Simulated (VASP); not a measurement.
Band structure of GaN (space group P6_3mc). Method: PBEsol GGA, VASP's PBE PAW potentials (set 64) (plane waves; VASP).

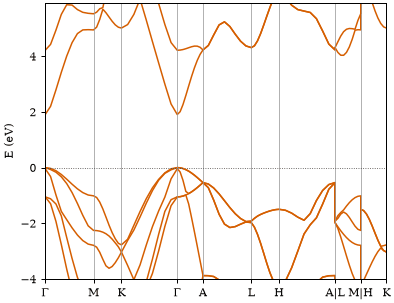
Figure. Bands along high-symmetry lines, zero at the valence-band maximum or, without a gap, the Fermi level

Question: Read the plot: is there a gap, and where are the band edges?

Answer: The gap is direct, 1.90 eV, from the valence maximum at Γ to the conduction minimum at Γ. (Edges off the drawn lines would not show.)

The structure comes from a measured GaN entry (P6_3mc) of the Crystallography Open Database, whose conditions weren't checked. It was relaxed first.
